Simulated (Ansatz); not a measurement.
# CHAlClNO: one molecule under many settings

Aim: run CHAlClNO under a spread of inputs, and see what each costs and gives.

Method: the settings change from run to run; program: Ansatz 0.2.0, Gaussian basis.

## (1) The molecule

The structure was relaxed beforehand with PBE0-D4 in a triple-zeta def2 set.

SMILES `O=C=[N][AlH][Cl]`, 6 atoms, charge 0, spin multiplicity 1.

Atoms are counted from 1 here; the program's logs count them from 0.

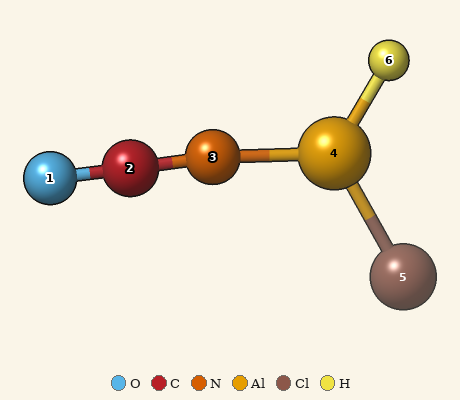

The geometry (oxygen blue, carbon red, nitrogen orange, aluminium amber, chlorine brown, hydrogen yellow); atoms are numbered from 1 in the order of the file.

## (2) wB97M-V/def2-mTZVPP

Options: multiplicity 3, atoms shaken by 0.03 Å, density fitting with cc-pVTZ-jkfit, a point charge of 1.00 e beside it.

File in.yaml:

```yaml
crystal:
  periodic: [false, false, false]
  atoms:
    - {symbol: O, position_ang: [-0.554630, -1.808486, -2.237319]}
    - {symbol: C, position_ang: [-0.358486, -1.065350, -1.286760]}
    - {symbol: N, position_ang: [-0.219258, -0.342309, -0.406876]}
    - {symbol: Al, position_ang: [0.129263, 0.637998, 0.872643]}
    - {symbol: Cl, position_ang: [2.103645, 1.463076, 1.034351]}
    - {symbol: H, position_ang: [-0.943105, 1.099424, 2.030470]}
basis:
  gaussian: {orbitals: def2-mTZVPP, fitting: {mean_field: cc-pVTZ-jkfit}, point_charges: [{charge: 1.00, position_ang: [5.748, 0.989, -0.297]}]}
magnetization: {spin_polarized: true, initial_magnetization: 2}
hamiltonian: {xc: {name: wB97M-V}}
```

Run with:

```console
ansatz run in.yaml --threads 2 --pin off --events-out ev --progress --plain --max-ram 32768MiB --backend cpu
```

What it wrote (excerpt; [...] marks lines left out):

```text
Functional definition: wB97M-V
  name "wB97M-V"
  cite "Mardirossian & Head-Gordon, J. Chem. Phys. 144, 214110 (2016) doi:10.1063/1.4952647"
  cite "Becke, J. Chem. Phys. 107, 8554 (1997) doi:10.1063/1.475007"
  cite "Vydrov & Van Voorhis, J. Chem. Phys. 133, 244103 (2010) doi:10.1063/1.3521275"
  # Of w^i u^j: cxij and so on, Table III.
[...]
  gx(w, u) = 1 - cx + cx01*u + cx10*w
  gss(w, u) = css00 + css04*u^4 + css10*w + css20*w^2 + css43*w^4*u^3
  gos(w, u) = cos00 + cos10*w + (cos20 + cos21*u)*w^2 + (cos60 + cos61*u)*w^6
[...]
      + integral(e_c_pw_mod_opposite_spin*gos(b97_w_opposite, b97_u_opposite)) + vv10(b, c)
509 factors; integrals over basis functions are off by at most 2.6e-1 eV
509 factors; integrals over basis functions are off by at most 4.9e-5 eV
[...]
mean field -23706.34008717 eV, -871.1919294691 hartree, gradient 4.1e-6 eV, S^2 2.006651; 4 other end points of the search recorded, 0 dependent functions left out
reference -23706.34013327 eV, -871.1919311631 hartree; 27, 25 occupied and 94, 96 virtual orbitals, 509 factors
Total energy: -23706.34013327 eV, -871.1919311631 hartree
```

Wall time 45 s (2 threads, shared host); peak memory 0.55 GiB.

⟨S²⟩ 2.007.

## (3) wB97/ANO-RCC-VTZP

Set apart from the defaults: multiplicity 3.

File in.yaml:

```yaml
crystal:
  periodic: [false, false, false]
  atoms:
    - {symbol: O, position_ang: [-0.593587, -1.778813, -2.271408]}
    - {symbol: C, position_ang: [-0.424167, -1.086597, -1.351587]}
    - {symbol: N, position_ang: [-0.264019, -0.376865, -0.401556]}
    - {symbol: Al, position_ang: [0.146900, 0.686507, 0.934362]}
    - {symbol: Cl, position_ang: [2.090231, 1.431777, 1.025264]}
    - {symbol: H, position_ang: [-0.913260, 1.060091, 2.018723]}
basis:
  gaussian: {orbitals: ANO-RCC-VTZP}
magnetization: {spin_polarized: true, initial_magnetization: 2}
hamiltonian: {xc: {name: wB97}}
```

Same command.

What it wrote (excerpt; [...] marks lines left out):

```text
Functional definition: wB97
  name "wB97"
  cite "Chai & Head-Gordon, J. Chem. Phys. 128, 084106 (2008) doi:10.1063/1.2834918"
  cite "Becke, J. Chem. Phys. 107, 8554 (1997) doi:10.1063/1.475007"
[...]
  # The coefficients of nought are those of the uniform gas.
[...]
      + integral(e_c_pw_opposite_spin*poly(b97_u_opposite, 1, cos1, cos2, cos3, cos4))
1391 factors; their error is unknown
395 factors; integrals over basis functions are off by at most 5.2e-5 eV
[...]
mean field -23761.99771576 eV, -873.2373095936 hartree, gradient 6.4e-6 eV, S^2 2.018167; 6 other end points of the search recorded, 0 dependent functions left out
reference -23761.99770541 eV, -873.2373092134 hartree; 27, 25 occupied and 145, 147 virtual orbitals, 1391 factors
Total energy: -23761.99770541 eV, -873.2373092134 hartree
Relativity: scalar
```

Run time: 3.1 min. Hardware: 2 threads, shared host; peak memory 0.8 GiB.

⟨S²⟩ 2.018.

## (4) B2GP-PLYP/ANO-RCC-VTZP

in.yaml: that of step 3 with these lines changed.

```diff
@@ -11,3 +11,3 @@
   gaussian: {orbitals: ANO-RCC-VTZP}
-magnetization: {spin_polarized: true, initial_magnetization: 2}
-hamiltonian: {xc: {name: wB97}}
+hamiltonian: {xc: {name: B2GP-PLYP}}
+output: {forces: true}
```

Launched as before.

What it wrote (excerpt; [...] marks lines left out):

```text
Functional definition: B2GP-PLYP
  name "B2GP-PLYP"
  cite "Karton, Tarnopolsky, Lamère, Schatz & Martin, J. Phys. Chem. A 112, 12868 (2008) doi:10.1021/jp801805p"
  cite "Becke, Phys. Rev. A 38, 3098 (1988) doi:10.1103/PhysRevA.38.3098"
  cite "Lee, Yang & Parr, Phys. Rev. B 37, 785 (1988) doi:10.1103/PhysRevB.37.785"
[...]
1085 factors; integrals over basis functions are off by at most 8.8e-4 eV
[...]
mean field -23746.87919155 eV, -872.6817140766 hartree, gradient 6.0e-6 eV, S^2 0.000000; 0 other end points of the search recorded, 0 dependent functions left out
13 core orbitals not correlated: weight in the atoms' cores, before any rotation towards them, 1.000 or more for the frozen orbitals, at most 0.000 for the correlated occupied ones
reference -23746.87933488 eV, -872.6817193440 hartree; 13, 13 occupied and 146, 146 virtual orbitals, 1085 factors
second order -25.99569104 eV of doubles, -0.00000000 eV of singles
[...]
Total energy: -23756.23778366 eV, -873.0256359931 hartree
Relativity: scalar
Atom 0 at    -0.593587    -1.778813    -2.271408 Å, force    -0.066509    -0.273089    -0.363062 eV/Å
Atom 1 at    -0.424167    -1.086597    -1.351587 Å, force     0.029749     0.125248     0.166947 eV/Å
Atom 2 at    -0.264019    -0.376865    -0.401556 Å, force     0.007125     0.076572     0.107704 eV/Å
Atom 3 at     0.146900     0.686507     0.934362 Å, force    -0.144274     0.082035     0.192711 eV/Å
Atom 4 at     2.090231     1.431777     1.025264 Å, force     0.061170     0.026870     0.007883 eV/Å
Atom 5 at    -0.913260     1.060091     2.018723 Å, force     0.112738    -0.037636    -0.112182 eV/Å
Dipole moment:    -0.135807     0.148567     0.285380 e Å
```

It took 26 s on 2 threads, shared host; peak memory 0.64 GiB.

Largest force 0.459 eV/Å, dipole 1.68 D.

## (5) HSE06/def2-TZVPD

Options: unrestricted orbitals, atoms shaken by 0.15 Å.

File in.yaml:

```yaml
crystal:
  periodic: [false, false, false]
  atoms:
    - {symbol: O, position_ang: [-0.683361, -1.869437, -2.262084]}
    - {symbol: C, position_ang: [-0.131245, -1.127617, -1.383665]}
    - {symbol: N, position_ang: [-0.641090, -0.550720, -0.109780]}
    - {symbol: Al, position_ang: [0.266405, 0.821040, 0.997395]}
    - {symbol: Cl, position_ang: [2.316798, 1.487762, 1.114307]}
    - {symbol: H, position_ang: [-1.001065, 0.869925, 1.924097]}
basis:
  gaussian: {orbitals: def2-TZVPD}
magnetization: {spin_polarized: true, initial_magnetization: 0}
hamiltonian: {xc: {name: HSE06}}
```

Launched as before.

What it wrote (excerpt; [...] marks lines left out):

```text
Functional definition: HSE06
  name "HSE06"
  cite "Heyd, Scuseria & Ernzerhof, J. Chem. Phys. 118, 8207 (2003) doi:10.1063/1.1564060"
  cite "Krukau, Vydrov, Izmaylov & Scuseria, J. Chem. Phys. 125, 224106 (2006) doi:10.1063/1.2404663"
  cite "Heyd & Scuseria, J. Chem. Phys. 120, 7274 (2004) doi:10.1063/1.1668634"
  cite "Ernzerhof & Perdew, J. Chem. Phys. 109, 3313 (1998) doi:10.1063/1.476928"
  cite "Perdew, Burke & Ernzerhof, Phys. Rev. Lett. 77, 3865 (1996) doi:10.1103/PhysRevLett.77.3865"
  parent pbe
[...]
  # The whole range is PBE's own exchange, as in plane waves. The composition of these papers is wPBEh.
[...]
1190 factors; their error is unknown
110 factors; integrals over basis functions are off by at most 3.0e-5 eV
[...]
mean field -23698.54974869 eV, -870.9056398103 hartree, gradient 8.6e-6 eV, S^2 0.000000; 2 other end points of the search recorded, 0 dependent functions left out
reference -23698.54981573 eV, -870.9056422741 hartree; 26, 26 occupied and 186, 186 virtual orbitals, 1190 factors
Total energy: -23698.54981573 eV, -870.9056422741 hartree
```

It took 24 s on 2 threads, shared host; peak memory 1 GiB.

⟨S²⟩ 0.000.

## (6) HSE06/def2-mTZVP

Options: charge +1, multiplicity 2, coordinates scaled by 1.25.

File in.yaml:

```yaml
crystal:
  periodic: [false, false, false]
  atoms:
    - {symbol: O, position_ang: [-0.741983, -2.223516, -2.839260]}
    - {symbol: C, position_ang: [-0.530209, -1.358247, -1.689483]}
    - {symbol: N, position_ang: [-0.330023, -0.471081, -0.501945]}
    - {symbol: Al, position_ang: [0.183625, 0.858133, 1.167953]}
    - {symbol: Cl, position_ang: [2.612788, 1.789721, 1.281580]}
    - {symbol: H, position_ang: [-1.141575, 1.325114, 2.523404]}
basis:
  gaussian: {orbitals: def2-mTZVP}
total_charge: 1
magnetization: {spin_polarized: true, initial_magnetization: 1}
hamiltonian: {xc: {name: HSE06}}
```

The command is unchanged.

What it wrote (excerpt; [...] marks lines left out):

```text
Functional definition: HSE06
  name "HSE06"
  cite "Heyd, Scuseria & Ernzerhof, J. Chem. Phys. 118, 8207 (2003) doi:10.1063/1.1564060"
  cite "Krukau, Vydrov, Izmaylov & Scuseria, J. Chem. Phys. 125, 224106 (2006) doi:10.1063/1.2404663"
  cite "Heyd & Scuseria, J. Chem. Phys. 120, 7274 (2004) doi:10.1063/1.1668634"
  cite "Ernzerhof & Perdew, J. Chem. Phys. 109, 3313 (1998) doi:10.1063/1.476928"
  cite "Perdew, Burke & Ernzerhof, Phys. Rev. Lett. 77, 3865 (1996) doi:10.1103/PhysRevLett.77.3865"
  parent pbe
[...]
  # The whole range is PBE's own exchange, as in plane waves. The composition of these papers is wPBEh.
[...]
958 factors; integrals over basis functions are off by at most 5.2e-4 eV
90 factors; integrals over basis functions are off by at most 1.2e-6 eV
[...]
mean field -23683.79762917 eV, -870.3635094173 hartree, gradient 2.6e-6 eV, S^2 0.880379; 9 other end points of the search recorded, 0 dependent functions left out
reference -23683.79767248 eV, -870.3635110090 hartree; 26, 25 occupied and 83, 84 virtual orbitals, 958 factors
Total energy: -23683.79767248 eV, -870.3635110090 hartree
```

It took 20 s on 2 threads, shared host; peak memory 0.37 GiB.

⟨S²⟩ 0.880. The spin excess of 0.13 shows a contaminated determinant.

## (7) PBE0/pcseg-2

Options: unrestricted orbitals, D3(BJ) with three-body dispersion.

File in.yaml:

```yaml
crystal:
  periodic: [false, false, false]
  atoms:
    - {symbol: O, position_ang: [-0.593587, -1.778813, -2.271408]}
    - {symbol: C, position_ang: [-0.424167, -1.086597, -1.351587]}
    - {symbol: N, position_ang: [-0.264019, -0.376865, -0.401556]}
    - {symbol: Al, position_ang: [0.146900, 0.686507, 0.934362]}
    - {symbol: Cl, position_ang: [2.090231, 1.431777, 1.025264]}
    - {symbol: H, position_ang: [-0.913260, 1.060091, 2.018723]}
basis:
  gaussian: {orbitals: pcseg-2}
magnetization: {spin_polarized: true, initial_magnetization: 0}
hamiltonian: {xc: {name: PBE0}, dispersion: d3bjatm}
output: {forces: true}
```

The command is unchanged.

What it wrote (excerpt; [...] marks lines left out):

```text
Functional definition: PBE0
  name "PBE0"
  cite "Adamo & Barone, J. Chem. Phys. 110, 6158 (1999) doi:10.1063/1.478522"
  cite "Perdew, Burke & Ernzerhof, Phys. Rev. Lett. 77, 3865 (1996) doi:10.1103/PhysRevLett.77.3865"
  parent pbe
[...]
1065 factors; their error is unknown
[...]
mean field -23703.44447536 eV, -871.0855176978 hartree, gradient 2.3e-5 eV, S^2 0.000000; 0 other end points of the search recorded, 0 dependent functions left out
[...]
reference -23703.44450912 eV, -871.0855189384 hartree; 26, 26 occupied and 146, 146 virtual orbitals, 1065 factors
Total energy: -23703.55740805 eV, -871.0896678976 hartree
Atom 0 at    -0.593587    -1.778813    -2.271408 Å, force     0.005396     0.019056     0.024933 eV/Å
Atom 1 at    -0.424167    -1.086597    -1.351587 Å, force    -0.007850    -0.011326    -0.012396 eV/Å
Atom 2 at    -0.264019    -0.376865    -0.401556 Å, force     0.016362     0.007787     0.002966 eV/Å
Atom 3 at     0.146900     0.686507     0.934362 Å, force     0.041206     0.017197     0.003758 eV/Å
Atom 4 at     2.090231     1.431777     1.025264 Å, force    -0.084722    -0.030864    -0.001539 eV/Å
Atom 5 at    -0.913260     1.060091     2.018723 Å, force     0.029609    -0.001849    -0.017722 eV/Å
Dipole moment:    -0.162051     0.138788     0.284562 e Å
```

Wall time 6.5 s (2 threads, shared host); peak memory 0.49 GiB.

Largest force 0.090 eV/Å, dipole 1.71 D, ⟨S²⟩ 0.000.

## (8) RPBE/def2-mTZVPP

Set apart from the defaults: charge +1, multiplicity 2, coordinates scaled by 1.05, finite nuclei, D4 dispersion, relativity set to scalar, high accuracy.

File in.yaml:

```yaml
crystal:
  periodic: [false, false, false]
  atoms:
    - {symbol: O, position_ang: [-0.623266, -1.867753, -2.384978]}
    - {symbol: C, position_ang: [-0.445376, -1.140927, -1.419166]}
    - {symbol: N, position_ang: [-0.277219, -0.395708, -0.421634]}
    - {symbol: Al, position_ang: [0.154245, 0.720832, 0.981081]}
    - {symbol: Cl, position_ang: [2.194742, 1.503366, 1.076527]}
    - {symbol: H, position_ang: [-0.958923, 1.113096, 2.119660]}
basis:
  gaussian: {orbitals: def2-mTZVPP, nuclear_model: gaussian}
total_charge: 1
magnetization: {spin_polarized: true, initial_magnetization: 1}
hamiltonian: {xc: {name: RPBE}, dispersion: d4, pseudopotentials: {relativity: scalar}}
accuracy: high
output: {forces: true}
```

The command is unchanged.

What it wrote (excerpt; [...] marks lines left out):

```text
Functional definition: RPBE
  name "RPBE"
  cite "Hammer, Hansen & Nørskov, Phys. Rev. B 59, 7413 (1999) doi:10.1103/PhysRevB.59.7413"
  cite "Perdew, Burke & Ernzerhof, Phys. Rev. Lett. 77, 3865 (1996) doi:10.1103/PhysRevLett.77.3865"
[...]
2184 factors; integrals over basis functions are off by at most 4.6e-8 eV
[...]
mean field -23749.91791575 eV, -872.7933851311 hartree, gradient 3.0e-8 eV, S^2 0.755915; 10 other end points of the search recorded, 0 dependent functions left out
[...]
reference -23749.91791948 eV, -872.7933852684 hartree; 26, 25 occupied and 95, 96 virtual orbitals, 2184 factors
Total energy: -23750.29550022 eV, -872.8072611045 hartree
Relativity: scalar
Atom 0 at    -0.623266    -1.867753    -2.384978 Å, force     0.547514     2.339799     3.121991 eV/Å
Atom 1 at    -0.445376    -1.140927    -1.419166 Å, force    -0.164821    -0.680470    -0.905077 eV/Å
Atom 2 at    -0.277219    -0.395708    -0.421634 Å, force    -0.021709    -1.517553    -2.195135 eV/Å
Atom 3 at     0.154245     0.720832     0.981081 Å, force    -0.348238     0.607564     1.060805 eV/Å
Atom 4 at     2.194742     1.503366     1.076527 Å, force    -0.536348    -0.437024    -0.361317 eV/Å
Atom 5 at    -0.958923     1.113096     2.119660 Å, force     0.523602    -0.312315    -0.721267 eV/Å
Dipole moment:    -0.349847    -0.030905     0.133782 e Å
```

It took 35 s on 2 threads, shared host; peak memory 0.43 GiB.

Largest force 3.940 eV/Å, ⟨S²⟩ 0.756.

## (9) RPBE/aug-cc-pVDZ

Set apart from the defaults: multiplicity 3, D3(BJ) with three-body dispersion.

File in.yaml:

```yaml
crystal:
  periodic: [false, false, false]
  atoms:
    - {symbol: O, position_ang: [-0.593587, -1.778813, -2.271408]}
    - {symbol: C, position_ang: [-0.424167, -1.086597, -1.351587]}
    - {symbol: N, position_ang: [-0.264019, -0.376865, -0.401556]}
    - {symbol: Al, position_ang: [0.146900, 0.686507, 0.934362]}
    - {symbol: Cl, position_ang: [2.090231, 1.431777, 1.025264]}
    - {symbol: H, position_ang: [-0.913260, 1.060091, 2.018723]}
basis:
  gaussian: {orbitals: aug-cc-pVDZ}
magnetization: {spin_polarized: true, initial_magnetization: 2}
hamiltonian: {xc: {name: RPBE}, dispersion: d3bjatm}
```

The command is unchanged.

What it wrote (excerpt; [...] marks lines left out):

```text
Functional definition: RPBE
  name "RPBE"
  cite "Hammer, Hansen & Nørskov, Phys. Rev. B 59, 7413 (1999) doi:10.1103/PhysRevB.59.7413"
  cite "Perdew, Burke & Ernzerhof, Phys. Rev. Lett. 77, 3865 (1996) doi:10.1103/PhysRevLett.77.3865"
[...]
1328 factors; their error is unknown
[...]
mean field -23706.62891827 eV, -871.2025438160 hartree, gradient 1.8e-6 eV, S^2 2.003723; 20 other end points of the search recorded, 0 dependent functions left out
reference -23706.62901978 eV, -871.2025475468 hartree; 27, 25 occupied and 105, 107 virtual orbitals, 1328 factors
Total energy: -23707.48952332 eV, -871.2341704683 hartree
```

It took 73 s on 2 threads, shared host; peak memory 0.42 GiB.

⟨S²⟩ 2.004.

## (10) wB97/6-31G*

Options: charge -1, multiplicity 2, atoms shaken by 0.08 Å, the search for lower states set to full.

File in.yaml:

```yaml
crystal:
  periodic: [false, false, false]
  atoms:
    - {symbol: O, position_ang: [-0.515725, -1.748606, -2.293803]}
    - {symbol: C, position_ang: [-0.351456, -1.088732, -1.196041]}
    - {symbol: N, position_ang: [-0.269123, -0.129051, -0.282581]}
    - {symbol: Al, position_ang: [0.147362, 0.692714, 0.870531]}
    - {symbol: Cl, position_ang: [2.149994, 1.541698, 0.919555]}
    - {symbol: H, position_ang: [-0.987137, 1.212844, 2.116988]}
basis:
  gaussian: {orbitals: "6-31G*"}
total_charge: -1
magnetization: {spin_polarized: true, initial_magnetization: 1}
hamiltonian: {xc: {name: wB97}}
scf: {lower_state_search: full}
output: {forces: true}
```

Launched as before.

What it wrote (excerpt; [...] marks lines left out):

```text
Functional definition: wB97
  name "wB97"
  cite "Chai & Head-Gordon, J. Chem. Phys. 128, 084106 (2008) doi:10.1063/1.2834918"
  cite "Becke, J. Chem. Phys. 107, 8554 (1997) doi:10.1063/1.475007"
[...]
  # The coefficients of nought are those of the uniform gas.
[...]
      + integral(e_c_pw_opposite_spin*poly(b97_u_opposite, 1, cos1, cos2, cos3, cos4))
945 factors; their error is unknown
284 factors; integrals over basis functions are off by at most 1.7e-5 eV
[...]
mean field -23707.82679513 eV, -871.2465649788 hartree, gradient 3.8e-5 eV, S^2 0.764579; 7 other end points of the search recorded, 0 dependent functions left out
[...]
reference -23707.82678772 eV, -871.2465647065 hartree; 27, 26 occupied and 58, 59 virtual orbitals, 945 factors
Total energy: -23707.82678772 eV, -871.2465647065 hartree
Atom 0 at    -0.515725    -1.748606    -2.293803 Å, force     0.177400     3.741335     3.459321 eV/Å
Atom 1 at    -0.351456    -1.088732    -1.196041 Å, force     0.376439    -1.870305    -0.025441 eV/Å
Atom 2 at    -0.269123    -0.129051    -0.282581 Å, force    -4.233917    -9.708667   -13.855887 eV/Å
Atom 3 at     0.147362     0.692714     0.870531 Å, force     2.356069     8.118312    11.030345 eV/Å
Atom 4 at     2.149994     1.541698     0.919555 Å, force     0.086141     0.088782     0.290162 eV/Å
Atom 5 at    -0.987137     1.212844     2.116988 Å, force     1.237867    -0.369458    -0.898499 eV/Å
Dipole moment:     0.294003     0.244896     0.338007 e Å
```

Wall time 25 s (2 threads, shared host); peak memory 0.31 GiB.

Largest force 17.440 eV/Å, ⟨S²⟩ 0.765.

## (11) The runs in one table

| level | charge | multiplicity | geometry | functions | energy (eV) | time |
| --- | --- | --- | --- | --- | --- | --- |
| wB97M-V/def2-mTZVPP | 0 | 3 | shaken, point charge | 121 | -23706.340 | 45 s |
| wB97/ANO-RCC-VTZP | 0 | 3 | relaxed | 172 | -23761.998 | 3.1 min |
| B2GP-PLYP/ANO-RCC-VTZP | 0 | 1 | relaxed | 172 | -23756.238 | 26 s |
| HSE06/def2-TZVPD | 0 | 1 | shaken | 212 | -23698.550 | 24 s |
| HSE06/def2-mTZVP | 1 | 2 | scaled | 109 | -23683.798 | 20 s |
| PBE0/pcseg-2 | 0 | 1 | relaxed | 172 | -23703.557 | 6.5 s |
| RPBE/def2-mTZVPP | 1 | 2 | scaled | 121 | -23750.296 | 35 s |
| RPBE/aug-cc-pVDZ | 0 | 3 | relaxed | 132 | -23707.490 | 73 s |
| wB97/6-31G* | -1 | 2 | shaken | 85 | -23707.827 | 25 s |

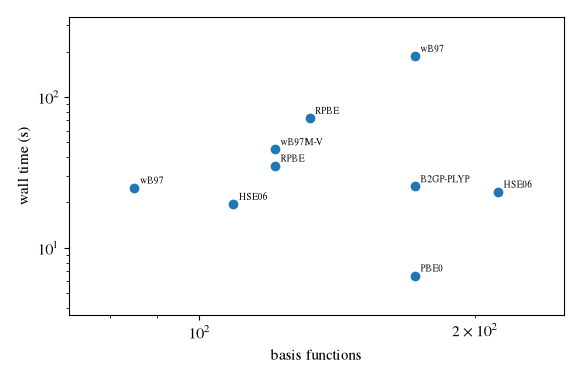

Wall time against the number of basis functions (shared host).

## (12) Summary of results

| quantity | value |
| --- | --- |
| runs | 9 |
| quickest | PBE0/pcseg-2, 6.5 s |
| slowest | wB97/ANO-RCC-VTZP, 3.1 min |
| spread of total energies, same state and geometry | 52.7 eV |
| dipole, same state and geometry | 1.68 to 1.71 D |

**Reading.** wB97/ANO-RCC-VTZP took 29 times as long as PBE0/pcseg-2. The jobs differ in tasks and options as well as level. Total energies at one charge and spin differ by 53 eV between levels, so only differences within one level mean anything. Some of these runs are scalar-relativistic and others not, which shifts the totals of all-electron atoms past neon by eV; core potentials, where a basis has them, take the core out of the total altogether. At the PBE0-D4/def2-TZVP geometry and in the same state, runs without warnings or point charges leave forces up to 0.46 eV/Å (B2GP-PLYP/ANO-RCC-VTZP).
